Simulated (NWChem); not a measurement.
**One shape, several levels: CH7ClOSi2 (SMILES CO[SiH]([SiH3])Cl)**

We compute a comparison of 3 runs (HF/def2-SVP, M06-2X/6-31G, PBE0/def2-SVP) of CH7ClOSi2. 

Program for the calculation: NWChem 7.3.0.

### 1 The molecule

CH7ClOSi2: 12 atoms, total charge 0, spin state singlet. As SMILES, `CO[SiH]([SiH3])Cl`. The coordinates come from a PBE0-D4/def2-TZVP relaxation. This is one conformer, not always the lowest.

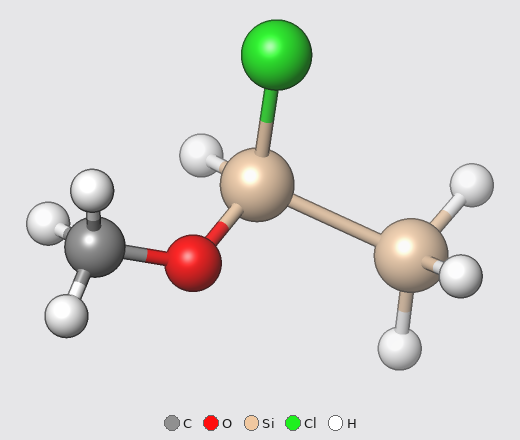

The structure, seen from a chosen angle (carbon grey, oxygen red, silicon light orange, chlorine green, hydrogen white).

### 2 Energy and forces at HF/def2-SVP (run 1)

test.nw reads:

```
start test
title "CH7ClOSi2 gradient"
memory total 2200 mb

geometry units angstroms noautosym nocenter noautoz
C      0.963900     1.859000     0.935600
O      0.554300     0.879500     0.002700
Si    -0.281200    -0.466200     0.395800
Si    -0.615300    -1.686200    -1.565800
Cl    -2.123400     0.036800     1.193800
H      0.105600     2.430500     1.300800
H      1.653300     2.537600     0.432100
H      1.476900     1.405400     1.791100
H      0.416100    -1.200500     1.486300
H     -1.378200    -0.862000    -2.538100
H     -1.387700    -2.914700    -1.243000
H      0.692600    -2.074300    -2.157300
end

basis spherical bse
* library def2-SVP
end

scf
singlet
rhf
thresh 1e-08
maxiter 80
end

task scf gradient
```

Run with:

```console
nwchem test.nw > test.out
```

Standard output:

```text
[...]
  functions       =   117
[...]
  wavefunction    = RHF
[...]
         Total SCF energy =  -1153.833643728118
      One-electron energy =  -2315.126827962783
      Two-electron energy =    800.313806212144
 Nuclear repulsion energy =    360.979378022521
        Time for solution =     44.3s
[...]
                         RHF ENERGY GRADIENTS
    atom               coordinates                        gradient
                 x          y          z           x          y          z
   1 C       1.821507   3.513001   1.768028   -0.000193   0.000793   0.006308
   2 O       1.047475   1.662014   0.005102   -0.003601  -0.009874  -0.010224
   3 Si     -0.531391  -0.880990   0.747954   -0.005133   0.008340  -0.001618
   4 Si     -1.162748  -3.186456  -2.958933    0.001018   0.003632   0.003991
   5 Cl     -4.012644   0.069542   2.255955    0.006641  -0.002708  -0.002523
   6 H       0.199555   4.592979   2.458156   -0.001860   0.001408   0.000946
   7 H       3.124284   4.795369   0.816551    0.001324   0.001045  -0.001583
   8 H       2.790936   2.655821   3.384688    0.000996  -0.000685   0.002139
   9 H       0.786315  -2.268616   2.808700    0.000948  -0.001638   0.003172
  10 H      -2.604420  -1.628944  -4.796314   -0.000851   0.000901  -0.001066
  11 H      -2.622373  -5.507984  -2.348929   -0.000663  -0.000840   0.000980
[...]
```

Run time: 62 s. Hardware: 1 thread of AMD EPYC 7R43 (Zen 3), shared host; peak memory 0.096 GiB.

### 3 Energy and forces at M06-2X/6-31G (run 2)

run.py reads:

```python
from ase import Atoms
from ase.calculators.nwchem import NWChem

atoms = Atoms(['C', 'O', 'Si', 'Si', 'Cl', 'H', 'H', 'H', 'H', 'H', 'H', 'H'], positions=[
    [0.963900, 1.859000, 0.935600],
    [0.554300, 0.879500, 0.002700],
    [-0.281200, -0.466200, 0.395800],
    [-0.615300, -1.686200, -1.565800],
    [-2.123400, 0.036800, 1.193800],
    [0.105600, 2.430500, 1.300800],
    [1.653300, 2.537600, 0.432100],
    [1.476900, 1.405400, 1.791100],
    [0.416100, -1.200500, 1.486300],
    [-1.378200, -0.862000, -2.538100],
    [-1.387700, -2.914700, -1.243000],
    [0.692600, -2.074300, -2.157300],
])

calc = NWChem(
    label='m1',
    theory='dft',
    memory='2200 mb',
    basis='6-31G',
    basispar='spherical bse',
    dft={'xc': 'm06-2x', 'mult': '1', 'grid': 'xfine', 'convergence': 'energy 1e-08', 'iterations': '100', 'mulliken': None},
)
atoms.calc = calc

forces = atoms.get_forces()
e = atoms.get_potential_energy()
print(f"E = {e:.6f} eV")
print("forces (eV/A):")
for s, f in zip(atoms.symbols, forces):
    print(f"{s:2s} {f[0]:10.5f} {f[1]:10.5f} {f[2]:10.5f}")
print("dipole (e A):", atoms.get_dipole_moment().round(4))
```

Run with:

```console
export ASE_NWCHEM_COMMAND="nwchem PREFIX.nwi > PREFIX.nwo"
python run.py
```

Standard output:

```text
E = -31469.369417 eV
forces (eV/A):
C     0.46342    0.93434    0.45704
O     1.06747    1.55639   -0.98556
Si    0.35456   -2.98387   -0.61100
Si    0.04114    0.03373    0.00154
Cl   -1.97332    0.57917    0.89839
H    -0.02031    0.01913    0.01095
H    -0.04515   -0.03322    0.02633
H     0.01969   -0.03255    0.04535
H     0.11529   -0.03733    0.17257
H    -0.06217    0.08181   -0.04474
H    -0.07204   -0.10079    0.04736
H     0.11148   -0.01692   -0.01836
dipole (e A): [ 0.4453 -0.0589  0.0492]
```

The calculator wrote m1.nwi:

```
title "m1"

permanent_dir m1

scratch_dir m1

start m1

geometry units angstrom nocenter noautosym noautoz
  C  9.6389999999999998e-01 1.8590000000000000e+00 9.3559999999999999e-01
  O  5.5430000000000001e-01 8.7949999999999995e-01 2.7000000000000001e-03
  Si -2.8120000000000001e-01 -4.6620000000000000e-01 3.9579999999999999e-01
  Si -6.1529999999999996e-01 -1.6861999999999999e+00 -1.5658000000000001e+00
  Cl -2.1234000000000002e+00 3.6799999999999999e-02 1.1938000000000000e+00
  H  1.0560000000000000e-01 2.4304999999999999e+00 1.3008000000000000e+00
  H  1.6533000000000000e+00 2.5375999999999999e+00 4.3209999999999998e-01
  H  1.4769000000000001e+00 1.4054000000000000e+00 1.7910999999999999e+00
  H  4.1610000000000003e-01 -1.2004999999999999e+00 1.4863000000000000e+00
  H  -1.3782000000000001e+00 -8.6199999999999999e-01 -2.5381000000000000e+00
  H  -1.3876999999999999e+00 -2.9146999999999998e+00 -1.2430000000000001e+00
  H  6.9259999999999999e-01 -2.0743000000000000e+00 -2.1573000000000002e+00
end

memory 2200 mb

basis spherical bse noprint
   * library 6-31G
end

dft
  xc m06-2x
  mult 1
  grid xfine
  convergence energy 1e-08
  iterations 100
  mulliken
end

task dft gradient
```

m1.nwo:

```text
Northwest Computational Chemistry Package (NWChem) 7.3.0
             --------------------------------------------------------

           Job information
           ---------------

    nwchem branch   = 7.3.0
    use scalapack   = T
    input           = m1.nwi
    prefix          = m1.
    data base       = m1/m1.db
    status          = startup
    nproc           =        1

           Memory information
           ------------------

[... 5 lines left out ...]
    hardfail = no
[... 115 lines left out ...]
  convergence criterion.
[... 42 lines left out ...]
          Spatial weights used:  Erf1
[... 32 lines left out ...]
 1-e energy   =   -2312.489636
[... 41 lines left out ...]
           Coulomb energy =      884.612700820389
[... 565 lines left out ...]
          Convergence on density requested:  1.00D-05
[... 28 lines left out ...]
          total energy or number of iterations.
[... 36 lines left out ...]
                 ----------------------------------------
                 |  Time  |  1-e(secs)   |  2-e(secs)   |
                 ----------------------------------------
                 |  CPU   |       0.02   |      13.38   |
                 ----------------------------------------
                 |  WALL  |       0.02   |      13.38   |
                 ----------------------------------------

 Task  times  cpu:      125.9s     wall:      125.9s
 Total times  cpu:      126.0s     wall:      126.0s
```

Run time: 2.1 min. Hardware: 1 thread of AMD EPYC 7R43 (Zen 3), shared host; peak memory 0.15 GiB.

### 4 Energy and forces at PBE0/def2-SVP (run 3)

calc.nw reads:

```
echo
start calc
memory stack 880 mb heap 220 mb global 1100 mb

geometry noautosym nocenter noautoz
   C     0.963900    1.859000    0.935600
   O     0.554300    0.879500    0.002700
   Si   -0.281200   -0.466200    0.395800
   Si   -0.615300   -1.686200   -1.565800
   Cl   -2.123400    0.036800    1.193800
   H     0.105600    2.430500    1.300800
   H     1.653300    2.537600    0.432100
   H     1.476900    1.405400    1.791100
   H     0.416100   -1.200500    1.486300
   H    -1.378200   -0.862000   -2.538100
   H    -1.387700   -2.914700   -1.243000
   H     0.692600   -2.074300   -2.157300
end

basis spherical bse
   * library def2-SVP
end

dft
   xc pbe0
   mult 1
   grid fine
   convergence energy 1e-08
   maxiter 100
   mulliken
end

task dft gradient
```

Run with:

```console
nwchem calc.nw > calc.out
```

Standard output:

```text
[...]
          Wavefunction type:  closed shell.
          No. of atoms     :    12
          No. of electrons :    66
[...]
          Charge           :     0
          Spin multiplicity:     1
[...]
          AO basis - number of functions:   117
[...]
              XC Information
              --------------
                         PBE0 Method XC Functional
                     Hartree-Fock (Exact) Exchange  0.250
          PerdewBurkeErnzerhof Exchange Functional  0.750
            Perdew 1991 LDA Correlation Functional  1.000 local
           PerdewBurkeErnz. Correlation Functional  1.000 non-local
[...]
 d= 0,ls=0.0,diis     1  -1155.7798535077 -1.52D+03  1.01D-02  6.02D-01     8.4
[...]
 d= 0,ls=0.0,diis     8  -1155.8533828579  3.93D-09  3.60D-06  3.75D-07    56.7
         Total DFT energy =    -1155.853382857931
      One electron energy =    -2315.851641093229
           Coulomb energy =      885.264735922450
    Exchange-Corr. energy =      -86.245855709673
 Nuclear repulsion energy =      360.979378022521
[...]
      Total Density - Mulliken Population Analysis
     ---------------------------------------------
    Atom       Charge   Shell Charges
 -----------   ------   -------------------------------------------------------
    1 C    6     5.86   1.99  0.90  0.14  2.06  0.73  0.05
    2 O    8     8.49   1.99  1.07  0.70  2.89  1.83  0.01
    3 Si  14    13.42   2.00  1.98  1.07  0.04  5.93  1.23  0.81  0.36
    4 Si  14    13.86   2.00  1.98  1.06  0.24  5.93  1.36  1.16  0.13
    5 Cl  17    17.29   2.00  1.99  1.25  0.71  5.93  2.15  3.24  0.02
    6 H    1     0.95   0.75  0.18  0.02
    7 H    1     0.95   0.75  0.18  0.02
    8 H    1     0.96   0.75  0.19  0.02
    9 H    1     1.08   0.74  0.34  0.01
   10 H    1     1.04   0.72  0.30  0.01
[...]
  wavefunction    = closed shell
[...]
```

Wall time 79 s (1 thread of AMD EPYC 7R43 (Zen 3), shared host); peak memory 0.14 GiB.

### 5 Overview of the runs

```csv
run,level,iteration cap,module,energy (Eh),dipole moment (D),HOMO energy (eV),LUMO energy (eV),wall time
1,HF/def2-SVP,80,scf,-1153.833644,1.69,-10.91,3.62,62 s
2,M06-2X/6-31G,100,dft,-1156.478005,2.17,-9.32,0.79,2.1 min
3,PBE0/def2-SVP,100,dft,-1155.853383,1.51,-8.02,0.15,79 s
```

### 6 Summary of results

| quantity | value |
| --- | --- |
| run 3: total energy | -1155.85338 Eh |
| run 3: dipole moment | 1.51 D |
| run 3: HOMO energy | -8.02 eV |
| run 3: LUMO energy | 0.15 eV |
| run 3: HOMO–LUMO gap | 8.17 eV |
| run 3: largest force on an atom | 0.796 eV/Å |

The dipole moment (its size) runs from 1.51 D (PBE0/def2-SVP) to 2.17 D (M06-2X/6-31G). The two ends differ in method and basis. The HOMO–LUMO gap runs from 8.17 eV (PBE0/def2-SVP) to 14.53 eV (HF/def2-SVP). Exact exchange widens orbital gaps. Totals of different functionals can't be ranked against each other. All runs together took 4.5 min, the longest 2.1 min.
